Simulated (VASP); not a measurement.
Shape and ions are relaxed at each volume.

Energy against volume of GaN (wurtzite). All values below come from r2SCAN meta-GGA, VASP's PBE PAW potentials (set 64) (plane waves; VASP).

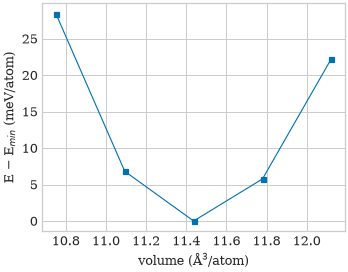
Figure. Energy against volume

Q: Estimate the equilibrium volume and the bulk modulus.

A: The minimum lies near 11.4 Å³/atom, and the curvature gives B0 of about 200 GPa.

The compound is GaN in the wurtzite structure. It was relaxed first.
